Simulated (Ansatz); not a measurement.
# C₂H₂FNO: a spread of methods and bases

Aim: run C₂H₂FNO under a spread of inputs, and see what each costs and gives.

The runs use Ansatz 0.2.0, Gaussian basis; the settings change from run to run.

## 1. The relaxed structure

The structure was relaxed beforehand with PBE0-D4 in a triple-zeta def2 set.

7 atoms, charge 0, spin multiplicity 1.

Atoms are counted from 1 here; the program's logs count them from 0.

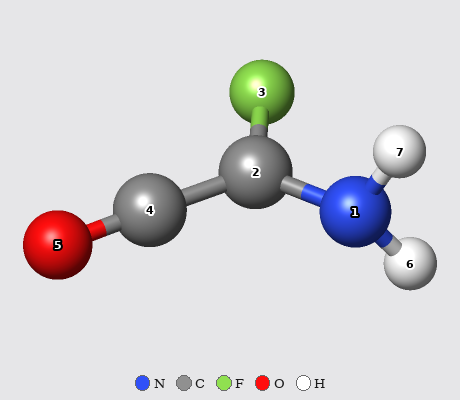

The geometry (nitrogen blue, carbon grey, fluorine green, oxygen red, hydrogen white); atoms are numbered from 1 in the order of the file.

## 2. PBE0/def2-TZVPP

Set apart from the defaults: coordinates scaled by 1.12, D3(BJ) dispersion.

The input, in.yaml:

```yaml
crystal:
  periodic: [false, false, false]
  atoms:
    - {symbol: N, position_ang: [0.764477, -0.032099, 0.894553]}
    - {symbol: C, position_ang: [-0.370747, -0.207422, -0.119365]}
    - {symbol: F, position_ang: [-1.529459, -1.171469, 0.143505]}
    - {symbol: C, position_ang: [-0.380549, 0.551587, -1.385515]}
    - {symbol: O, position_ang: [-0.361468, 1.233676, -2.491360]}
    - {symbol: H, position_ang: [0.492178, 0.467133, 1.872265]}
    - {symbol: H, position_ang: [1.454112, -0.917567, 1.034734]}
basis:
  gaussian: {orbitals: def2-TZVPP}
hamiltonian: {xc: {name: PBE0}, dispersion: d3bj}
```

Command:

```console
> ansatz run in.yaml --threads 2 --pin off --events-out ev --progress --plain --max-ram 4352MiB
```

Output:

```text
Functional definition: PBE0
  name "PBE0"
  cite "Adamo & Barone, J. Chem. Phys. 110, 6158 (1999) doi:10.1063/1.478522"
  cite "Perdew, Burke & Ernzerhof, Phys. Rev. Lett. 77, 3865 (1996) doi:10.1103/PhysRevLett.77.3865"
  parent pbe
  parameter a = 0.25
  parameter kappa = 0.804
  parameter beta = 0.06672455060314922
  exchange = (1 - a)*pbe_x(kappa = kappa, mu = beta*pi^2/3) + a*exact_x
  correlation = pbe_c(beta = beta)
940 factors; their error is unknown
mean field evaluation 1: about -8345.5829 eV, gradient 5.2e1 eV
mean field evaluation 2: about -8331.7465 eV, gradient 1.0e2 eV
mean field evaluation 4: about -8350.1461 eV, gradient 6.7e0 eV
mean field evaluation 8: about -8350.2395 eV, gradient 2.5e-1 eV
mean field evaluation 16: about -8350.2641 eV, gradient 1.8e-4 eV
mean field -8350.26414011 eV, -306.8665471368 hartree, gradient 4.3e-5 eV, S^2 0.000000; 0 other end points of the search recorded, 0 dependent functions left out
reference -8350.26416273 eV, -306.8665479681 hartree; 19, 19 occupied and 164, 164 virtual orbitals, 940 factors
Total energy: -8350.34887083 eV, -306.8696609331 hartree
```

Wall time 2.3 s (2 threads of Arm Neoverse V1, shared host).

## 3. RPA/cc-pVTZ-DK

The input, in.yaml:

```yaml
crystal:
  periodic: [false, false, false]
  atoms:
    - {symbol: N, position_ang: [0.682569, -0.028660, 0.798708]}
    - {symbol: C, position_ang: [-0.331024, -0.185198, -0.106576]}
    - {symbol: F, position_ang: [-1.365588, -1.045955, 0.128129]}
    - {symbol: C, position_ang: [-0.339776, 0.492488, -1.237067]}
    - {symbol: O, position_ang: [-0.322739, 1.101497, -2.224429]}
    - {symbol: H, position_ang: [0.439445, 0.417083, 1.671665]}
    - {symbol: H, position_ang: [1.298314, -0.819256, 0.923870]}
basis:
  gaussian: {orbitals: cc-pVTZ-DK}
hamiltonian: {xc: {name: HF}}
correlation: {method: rpa}
```

The command is unchanged.

Output:

```text
Functional definition: HF
  name "HF"
  cite "Fock, Z. Phys. 61, 126 (1930) doi:10.1007/BF01340294"
  parent pbe
  exchange = exact_x
  correlation = 0
1071 factors; integrals over basis functions are off by at most 9.4e-4 eV
mean field evaluation 1: about -8320.4453 eV, gradient 3.9e1 eV
mean field evaluation 2: about -8320.7450 eV, gradient 3.9e1 eV
mean field evaluation 4: about -8323.7075 eV, gradient 5.2e0 eV
mean field evaluation 8: about -8323.7804 eV, gradient 4.3e-1 eV
mean field -8323.78173177 eV, -305.8933365808 hartree, gradient 2.3e-6 eV, S^2 0.000000; 0 other end points of the search recorded, 0 dependent functions left out
5 core orbitals not correlated: weight in the atoms' cores, before any rotation towards them, 1.000 or more for the frozen orbitals, at most 0.000 for the correlated occupied ones
reference -8323.78173177 eV, -305.8933365808 hartree; 14, 14 occupied and 159, 159 virtual orbitals, 1071 factors
Total energy: -8354.28761890 eV, -307.0144072550 hartree
Relativity: scalar
```

Wall time 2.9 s (2 threads of Arm Neoverse V1, shared host).

## 4. HSE06/aug-cc-pVDZ

Options: charge +1, multiplicity 2.

in.yaml: that of step 3 with these lines changed.

```diff
@@ -11,4 +11,6 @@
 basis:
-  gaussian: {orbitals: cc-pVTZ-DK}
-hamiltonian: {xc: {name: HF}}
-correlation: {method: rpa}
+  gaussian: {orbitals: aug-cc-pVDZ}
+total_charge: 1
+magnetization: {spin_polarized: true, initial_magnetization: 1}
+hamiltonian: {xc: {name: HSE06}}
+output: {forces: true}
```

The command is unchanged.

Output, cut to the lines that bear on the results:

```text
Functional definition: HSE06
  name "HSE06"
  cite "Heyd, Scuseria & Ernzerhof, J. Chem. Phys. 118, 8207 (2003) doi:10.1063/1.1564060"
  cite "Krukau, Vydrov, Izmaylov & Scuseria, J. Chem. Phys. 125, 224106 (2006) doi:10.1063/1.2404663"
  cite "Heyd & Scuseria, J. Chem. Phys. 120, 7274 (2004) doi:10.1063/1.1668634"
  cite "Ernzerhof & Perdew, J. Chem. Phys. 109, 3313 (1998) doi:10.1063/1.476928"
  cite "Perdew, Burke & Ernzerhof, Phys. Rev. Lett. 77, 3865 (1996) doi:10.1103/PhysRevLett.77.3865"
  parent pbe
[...]
  # The whole range is PBE's own exchange, as in plane waves. The composition of these papers is wPBEh.
[...]
1174 factors; their error is unknown
176 factors; integrals over basis functions are off by at most 7.0e-7 eV
[...]
mean field -8341.47762817 eV, -306.5436487787 hartree, gradient 3.1e-5 eV, S^2 0.757099; 0 other end points of the search recorded, 0 dependent functions left out
[...]
reference -8341.47768413 eV, -306.5436508352 hartree; 19, 18 occupied and 114, 115 virtual orbitals, 1174 factors
Total energy: -8341.47768413 eV, -306.5436508352 hartree
Atom 0 at     0.682569    -0.028660     0.798708 Å, force    -0.880830     0.192293    -1.328967 eV/Å
Atom 1 at    -0.331024    -0.185198    -0.106576 Å, force    -0.524633    -3.498079     5.179808 eV/Å
Atom 2 at    -1.365588    -1.045955     0.128129 Å, force     1.400620     1.458088    -0.801643 eV/Å
Atom 3 at    -0.339776     0.492488    -1.237067 Å, force    -0.165211     3.372667    -5.765951 eV/Å
Atom 4 at    -0.322739     1.101497    -2.224429 Å, force     0.014123    -1.454604     2.421380 eV/Å
Atom 5 at     0.439445     0.417083     1.671665 Å, force    -0.170372     0.322490     0.364011 eV/Å
Atom 6 at     1.298314    -0.819256     0.923870 Å, force     0.326303    -0.392855    -0.068639 eV/Å
Dipole moment:     0.359379     0.059961     0.313676 e Å
```

It took 5.5 s on 2 threads of Arm Neoverse V1, shared host.

Largest force 6.682 eV/Å, ⟨S²⟩ 0.757.

## 5. PBE0/6-31++G**

Set apart from the defaults: atoms shaken by 0.03 Å, D4 dispersion.

The input, in.yaml:

```yaml
crystal:
  periodic: [false, false, false]
  atoms:
    - {symbol: N, position_ang: [0.688877, 0.025070, 0.823853]}
    - {symbol: C, position_ang: [-0.326523, -0.187477, -0.108645]}
    - {symbol: F, position_ang: [-1.357509, -1.020203, 0.101085]}
    - {symbol: C, position_ang: [-0.341358, 0.478565, -1.223951]}
    - {symbol: O, position_ang: [-0.318162, 1.062476, -2.239344]}
    - {symbol: H, position_ang: [0.401322, 0.423059, 1.689305]}
    - {symbol: H, position_ang: [1.347080, -0.812806, 0.910229]}
basis:
  gaussian: {orbitals: "6-31++G**"}
hamiltonian: {xc: {name: PBE0}, dispersion: d4}
```

The command is unchanged.

Output:

```text
Functional definition: PBE0
  name "PBE0"
  cite "Adamo & Barone, J. Chem. Phys. 110, 6158 (1999) doi:10.1063/1.478522"
  cite "Perdew, Burke & Ernzerhof, Phys. Rev. Lett. 77, 3865 (1996) doi:10.1103/PhysRevLett.77.3865"
  parent pbe
  parameter a = 0.25
  parameter kappa = 0.804
  parameter beta = 0.06672455060314922
  exchange = (1 - a)*pbe_x(kappa = kappa, mu = beta*pi^2/3) + a*exact_x
  correlation = pbe_c(beta = beta)
1030 factors; their error is unknown
mean field evaluation 1: about -8344.3814 eV, gradient 5.4e1 eV
mean field evaluation 2: about -8340.5522 eV, gradient 6.9e1 eV
mean field evaluation 4: about -8349.9186 eV, gradient 4.5e0 eV
mean field evaluation 8: about -8349.9564 eV, gradient 1.3e-1 eV
mean field evaluation 16: about -8349.9593 eV, gradient 1.1e-4 eV
mean field -8349.95930261 eV, -306.8553445651 hartree, gradient 2.1e-5 eV, S^2 0.000000; 0 other end points of the search recorded, 0 dependent functions left out
reference -8349.95936155 eV, -306.8553467313 hartree; 19, 19 occupied and 88, 88 virtual orbitals, 1030 factors
Total energy: -8350.04752515 eV, -306.8585866837 hartree
```

Wall time 1.6 s (2 threads of Arm Neoverse V1, shared host).

## 6. PBEsol/cc-pVDZ

This run has the search for lower states set to light.

The input, in.yaml:

```yaml
crystal:
  periodic: [false, false, false]
  atoms:
    - {symbol: N, position_ang: [0.682569, -0.028660, 0.798708]}
    - {symbol: C, position_ang: [-0.331024, -0.185198, -0.106576]}
    - {symbol: F, position_ang: [-1.365588, -1.045955, 0.128129]}
    - {symbol: C, position_ang: [-0.339776, 0.492488, -1.237067]}
    - {symbol: O, position_ang: [-0.322739, 1.101497, -2.224429]}
    - {symbol: H, position_ang: [0.439445, 0.417083, 1.671665]}
    - {symbol: H, position_ang: [1.298314, -0.819256, 0.923870]}
basis:
  gaussian: {orbitals: cc-pVDZ}
hamiltonian: {xc: {name: PBEsol}}
scf: {lower_state_search: light}
output: {forces: true}
```

The command is unchanged.

Output, cut to the lines that bear on the results:

```text
Functional definition: PBEsol
  name "PBEsol"
  cite "Perdew et al., Phys. Rev. Lett. 100, 136406 (2008) doi:10.1103/PhysRevLett.100.136406"
  cite "Perdew, Burke & Ernzerhof, Phys. Rev. Lett. 77, 3865 (1996) doi:10.1103/PhysRevLett.77.3865"
  parent pbesol
[...]
945 factors; their error is unknown
[...]
mean field -8321.24747962 eV, -305.8002045320 hartree, gradient 3.4e-5 eV, S^2 0.000000; 0 other end points of the search recorded, 0 dependent functions left out
[...]
reference -8321.24750229 eV, -305.8002053650 hartree; 19, 19 occupied and 61, 61 virtual orbitals, 945 factors
Total energy: -8321.24750229 eV, -305.8002053650 hartree
Atom 0 at     0.682569    -0.028660     0.798708 Å, force    -0.059687     0.399316    -0.728129 eV/Å
Atom 1 at    -0.331024    -0.185198    -0.106576 Å, force     0.125684    -0.348543     0.720133 eV/Å
Atom 2 at    -1.365588    -1.045955     0.128129 Å, force    -0.507766    -0.429418     0.126942 eV/Å
Atom 3 at    -0.339776     0.492488    -1.237067 Å, force     0.059314    -0.565858     1.003349 eV/Å
Atom 4 at    -0.322739     1.101497    -2.224429 Å, force     0.048572     1.226993    -1.972629 eV/Å
Atom 5 at     0.439445     0.417083     1.671665 Å, force    -0.168276     0.341359     0.717127 eV/Å
Atom 6 at     1.298314    -0.819256     0.923870 Å, force     0.502159    -0.623850     0.133206 eV/Å
Dipole moment:     0.268058    -0.067321     0.419180 e Å
```

Run time: 0.95 s. Hardware: 2 threads of Arm Neoverse V1, shared host.

Largest force 2.324 eV/Å, dipole 2.41 D.

## 7. wPBEh/6-31G

Options: charge -1, multiplicity 2.

in.yaml: that of step 6 with these lines changed.

```diff
@@ -11,5 +11,6 @@
 basis:
-  gaussian: {orbitals: cc-pVDZ}
-hamiltonian: {xc: {name: PBEsol}}
-scf: {lower_state_search: light}
+  gaussian: {orbitals: 6-31G}
+total_charge: -1
+magnetization: {spin_polarized: true, initial_magnetization: 1}
+hamiltonian: {xc: {name: wPBEh}}
 output: {forces: true}
```

The command is unchanged.

Output, cut to the lines that bear on the results:

```text
Functional definition: wPBEh
  name "wPBEh"
  cite "Heyd, Scuseria & Ernzerhof, J. Chem. Phys. 118, 8207 (2003) doi:10.1063/1.1564060"
  cite "Krukau, Vydrov, Izmaylov & Scuseria, J. Chem. Phys. 125, 224106 (2006) doi:10.1063/1.2404663"
  cite "Heyd & Scuseria, J. Chem. Phys. 120, 7274 (2004) doi:10.1063/1.1668634"
  cite "Ernzerhof & Perdew, J. Chem. Phys. 109, 3313 (1998) doi:10.1063/1.476928"
  cite "Perdew, Burke & Ernzerhof, Phys. Rev. Lett. 77, 3865 (1996) doi:10.1103/PhysRevLett.77.3865"
  parent pbe
[...]
601 factors; integrals over basis functions are off by at most 2.1e-4 eV
75 factors; integrals over basis functions are off by at most 2.3e-7 eV
[...]
mean field -8346.44931542 eV, -306.7263549150 hartree, gradient 1.6e-5 eV, S^2 0.754097; 0 other end points of the search recorded, 0 dependent functions left out
[...]
reference -8346.44933152 eV, -306.7263555069 hartree; 20, 19 occupied and 29, 30 virtual orbitals, 601 factors
Total energy: -8346.44933152 eV, -306.7263555069 hartree
Atom 0 at     0.682569    -0.028660     0.798708 Å, force     0.539985    -0.610570     1.630149 eV/Å
Atom 1 at    -0.331024    -0.185198    -0.106576 Å, force     1.917958     3.585630    -3.725160 eV/Å
Atom 2 at    -1.365588    -1.045955     0.128129 Å, force    -2.761408    -3.085696     1.929685 eV/Å
Atom 3 at    -0.339776     0.492488    -1.237067 Å, force    -0.514878    -4.960228     7.609589 eV/Å
Atom 4 at    -0.322739     1.101497    -2.224429 Å, force     0.189883     5.332703    -8.598696 eV/Å
Atom 5 at     0.439445     0.417083     1.671665 Å, force     0.151003     0.104104     0.719426 eV/Å
Atom 6 at     1.298314    -0.819256     0.923870 Å, force     0.477456    -0.365943     0.435007 eV/Å
Dipole moment:     0.151935    -0.362529     0.773863 e Å
```

It took 1.8 s on 2 threads of Arm Neoverse V1, shared host.

Largest force 10.120 eV/Å, ⟨S²⟩ 0.754.

## 8. wB97X-V/6-31G*

This run has unrestricted orbitals, atoms shaken by 0.15 Å, finite nuclei.

The input, in.yaml:

```yaml
crystal:
  periodic: [false, false, false]
  atoms:
    - {symbol: N, position_ang: [0.970390, 0.184151, 0.656618]}
    - {symbol: C, position_ang: [-0.286738, -0.034089, -0.340328]}
    - {symbol: F, position_ang: [-1.192701, -1.025497, 0.281472]}
    - {symbol: C, position_ang: [-0.215433, 0.618712, -1.223935]}
    - {symbol: O, position_ang: [-0.479462, 1.131127, -2.212829]}
    - {symbol: H, position_ang: [0.573743, 0.208701, 1.614120]}
    - {symbol: H, position_ang: [1.300264, -0.585930, 0.846310]}
basis:
  gaussian: {orbitals: "6-31G*", nuclear_model: gaussian}
magnetization: {spin_polarized: true, initial_magnetization: 0}
hamiltonian: {xc: {name: wB97X-V}}
output: {forces: true}
```

Launched as before.

Output, cut to the lines that bear on the results:

```text
Functional definition: wB97X-V
  name "wB97X-V"
  cite "Mardirossian & Head-Gordon, Phys. Chem. Chem. Phys. 16, 9904 (2014) doi:10.1039/C3CP54374A"
  cite "Becke, J. Chem. Phys. 107, 8554 (1997) doi:10.1063/1.475007"
  cite "Vydrov & Van Voorhis, J. Chem. Phys. 133, 244103 (2010) doi:10.1063/1.3521275"
[...]
      + integral(e_c_pw_opposite_spin*poly(b97_u_opposite, cos0, cos1)) + vv10(b, c)
742 factors; integrals over basis functions are off by at most 6.0e-4 eV
168 factors; integrals over basis functions are off by at most 5.6e-6 eV
[...]
mean field -8350.33435892 eV, -306.8691276303 hartree, gradient 4.9e-5 eV, S^2 0.000000; 1 other end points of the search recorded, 0 dependent functions left out
[...]
reference -8350.33435810 eV, -306.8691276003 hartree; 19, 19 occupied and 60, 60 virtual orbitals, 742 factors
Total energy: -8350.33435810 eV, -306.8691276003 hartree
Atom 0 at     0.970390     0.184151     0.656618 Å, force    -7.544072     9.601679    -2.593055 eV/Å
Atom 1 at    -0.286738    -0.034089    -0.340328 Å, force     2.061091   -17.012954    27.247796 eV/Å
Atom 2 at    -1.192701    -1.025497     0.281472 Å, force     1.652969     2.663471    -2.559936 eV/Å
Atom 3 at    -0.215433     0.618712    -1.223935 Å, force    -0.997774    11.848934   -18.157153 eV/Å
Atom 4 at    -0.479462     1.131127    -2.212829 Å, force     0.192440     2.777725    -3.913996 eV/Å
Atom 5 at     0.573743     0.208701     1.614120 Å, force    -0.856870     1.707477    -0.535630 eV/Å
Atom 6 at     1.300264    -0.585930     0.846310 Å, force     5.492215   -11.586333     0.511974 eV/Å
Dipole moment:     0.090681    -0.192231     0.308585 e Å
```

Wall time 8.5 s (2 threads of Arm Neoverse V1, shared host).

Largest force 32.189 eV/Å, dipole 1.80 D, ⟨S²⟩ 0.000.

## 9. B97/x2c-TZVPPall

This run has finite nuclei.

The input, in.yaml:

```yaml
crystal:
  periodic: [false, false, false]
  atoms:
    - {symbol: N, position_ang: [0.682569, -0.028660, 0.798708]}
    - {symbol: C, position_ang: [-0.331024, -0.185198, -0.106576]}
    - {symbol: F, position_ang: [-1.365588, -1.045955, 0.128129]}
    - {symbol: C, position_ang: [-0.339776, 0.492488, -1.237067]}
    - {symbol: O, position_ang: [-0.322739, 1.101497, -2.224429]}
    - {symbol: H, position_ang: [0.439445, 0.417083, 1.671665]}
    - {symbol: H, position_ang: [1.298314, -0.819256, 0.923870]}
basis:
  gaussian: {orbitals: x2c-TZVPPall, nuclear_model: gaussian}
hamiltonian: {xc: {name: B97}}
```

The command is unchanged.

Output, cut to the lines that bear on the results:

```text
Functional definition: B97
  name "B97"
  cite "Becke, J. Chem. Phys. 107, 8554 (1997) doi:10.1063/1.475007"
[...]
      + integral(e_c_pw_opposite_spin*poly(b97_u_opposite, cos0, cos1, cos2))
940 factors; their error is unknown
[...]
mean field -8364.78652191 eV, -307.4002348241 hartree, gradient 1.3e-5 eV, S^2 0.000000; 0 other end points of the search recorded, 0 dependent functions left out
reference -8364.78654048 eV, -307.4002355066 hartree; 19, 19 occupied and 164, 164 virtual orbitals, 940 factors
Total energy: -8364.78654048 eV, -307.4002355066 hartree
Relativity: scalar
```

Run time: 4.8 s. Hardware: 2 threads of Arm Neoverse V1, shared host.

## 10. PBE/def2-SVP

Set apart from the defaults: finite nuclei, D3(BJ) dispersion.

in.yaml: that of step 9 with these lines changed.

```diff
@@ -11,3 +11,4 @@
 basis:
-  gaussian: {orbitals: x2c-TZVPPall, nuclear_model: gaussian}
-hamiltonian: {xc: {name: B97}}
+  gaussian: {orbitals: def2-SVP, nuclear_model: gaussian}
+hamiltonian: {xc: {name: PBE}, dispersion: d3bj}
+output: {forces: true}
```

Same command.

Output, cut to the lines that bear on the results:

```text
Functional definition: PBE
  name "PBE"
  cite "Perdew, Burke & Ernzerhof, Phys. Rev. Lett. 77, 3865 (1996) doi:10.1103/PhysRevLett.77.3865"
  parent pbe
[...]
895 factors; their error is unknown
[...]
mean field -8343.50934836 eV, -306.6183131184 hartree, gradient 3.9e-5 eV, S^2 0.000000; 0 other end points of the search recorded, 0 dependent functions left out
[...]
reference -8343.50937080 eV, -306.6183139432 hartree; 19, 19 occupied and 61, 61 virtual orbitals, 895 factors
Total energy: -8343.61797467 eV, -306.6223050616 hartree
Atom 0 at     0.682569    -0.028660     0.798708 Å, force     0.029773     0.297039    -0.456298 eV/Å
Atom 1 at    -0.331024    -0.185198    -0.106576 Å, force     0.055561    -0.388978     0.706466 eV/Å
Atom 2 at    -1.365588    -1.045955     0.128129 Å, force    -0.515143    -0.451960     0.155727 eV/Å
Atom 3 at    -0.339776     0.492488    -1.237067 Å, force     0.034132    -0.386984     0.678713 eV/Å
Atom 4 at    -0.322739     1.101497    -2.224429 Å, force     0.047267     1.143383    -1.835906 eV/Å
Atom 5 at     0.439445     0.417083     1.671665 Å, force    -0.111746     0.305435     0.624713 eV/Å
Atom 6 at     1.298314    -0.819256     0.923870 Å, force     0.460157    -0.517936     0.126585 eV/Å
Dipole moment:     0.268140    -0.071239     0.425753 e Å
```

Run time: 0.9 s. Hardware: 2 threads of Arm Neoverse V1, shared host.

Largest force 2.163 eV/Å, dipole 2.44 D.

## 11. All runs side by side

| level | charge | multiplicity | geometry | functions | energy (eV) | time |
| --- | --- | --- | --- | --- | --- | --- |
| PBE0/def2-TZVPP | 0 | 1 | scaled | 183 | -8350.349 | 2.3 s |
| RPA/cc-pVTZ-DK | 0 | 1 | relaxed | 178 | -8354.288 | 2.9 s |
| HSE06/aug-cc-pVDZ | 1 | 2 | relaxed | 133 | -8341.478 | 5.5 s |
| PBE0/6-31++G** | 0 | 1 | shaken | 107 | -8350.048 | 1.6 s |
| PBEsol/cc-pVDZ | 0 | 1 | relaxed | 80 | -8321.248 | 0.95 s |
| wPBEh/6-31G | -1 | 2 | relaxed | 49 | -8346.449 | 1.8 s |
| wB97X-V/6-31G* | 0 | 1 | shaken | 79 | -8350.334 | 8.5 s |
| B97/x2c-TZVPPall | 0 | 1 | relaxed | 183 | -8364.787 | 4.8 s |
| PBE/def2-SVP | 0 | 1 | relaxed | 80 | -8343.618 | 0.9 s |

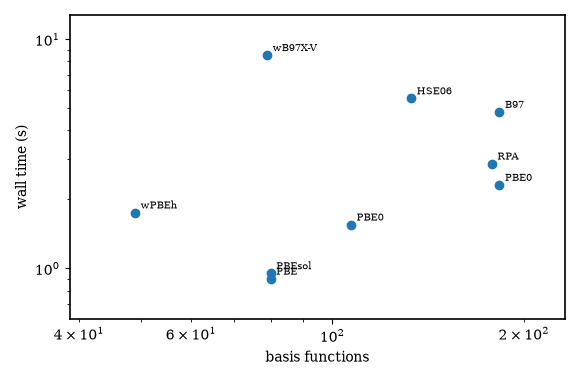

Wall time against the number of basis functions (shared host).

## 12. Results

| quantity | value |
| --- | --- |
| runs | 9 |
| quickest | PBE/def2-SVP, 0.9 s |
| slowest | wB97X-V/6-31G*, 8.5 s |
| spread of total energies, same state and geometry | 43.5 eV |
| dipole, same state and geometry | 2.41 to 2.44 D |

In words: wB97X-V/6-31G* took 9 times as long as PBE/def2-SVP. The jobs differ in tasks and options as well as level. The totals spread over 44 eV; they can't be compared across methods or bases. At the PBE0-D4/def2-TZVP geometry and in the same state, runs without warnings or point charges leave forces up to 2.32 eV/Å (PBEsol/cc-pVDZ), against 32.2 eV/Å where the atoms were moved.
